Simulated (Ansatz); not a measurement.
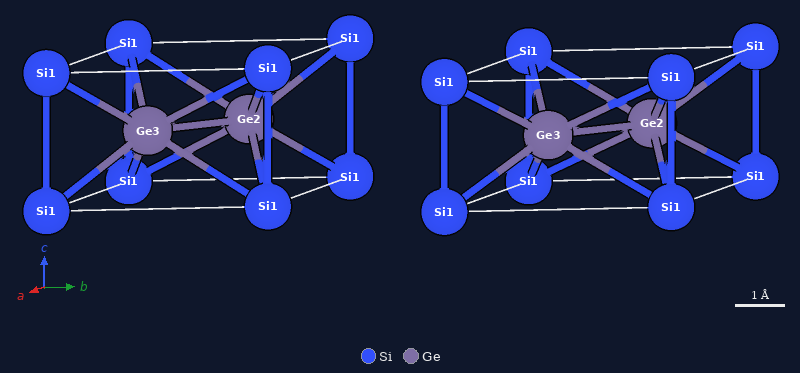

Two geometries of crystalline SiGe$_{2}$ (a generated structure, set up in P6/mmm) (coarse preliminary run), drawn at one scale. One is the start of a relaxation, the other its converged end. A ball-and-stick model of the cell of the calculation, seen slightly off an axis.

Level of theory: DFT PBE, scalar-relativistic, plane waves, PAW in Ansatz 0.2.0. (plane-wave cutoff 420 eV; k-point mesh 6 × 6 × 6; occupations gaussian; smearing width 0.1 eV; no spin polarisation; cell and atoms relaxed; force threshold 0.04 eV/Å; at most 70 steps)

Which geometry has the lower energy?

Answer. The right one is the relaxed one. After 2 accepted moves (4 points after the start) the energy has fallen by 0.153 eV per cell of the calculation. All forces vanish by symmetry, so only the cell relaxes. Pressure: 0.77 GPa at the start and 0.28 GPa at the end. The line search rejected the trial step at point 2 of the run. At 1 point the geometry stayed and the basis and grid were re-selected for the new cell (energy shift of less than 0.05 meV per cell of the calculation at most each time). No atom moves by more than 0.005 Å relative to the cell. The drawn cell changes as follows: a = b 4.664 → 4.777 Å (+2.4 %), c 2.906 → 2.735 Å (−5.9 %); the volume changes by −1.3 %. Some distances before and after: Si1–Si1 2.906 → 2.735 Å, Ge2–Ge2 2.906 → 2.735 Å, Ge2–Ge3 2.693 → 2.758 Å, Si1–Ge2 3.060 → 3.078 Å. The space group stays P6/mmm (No. 191).
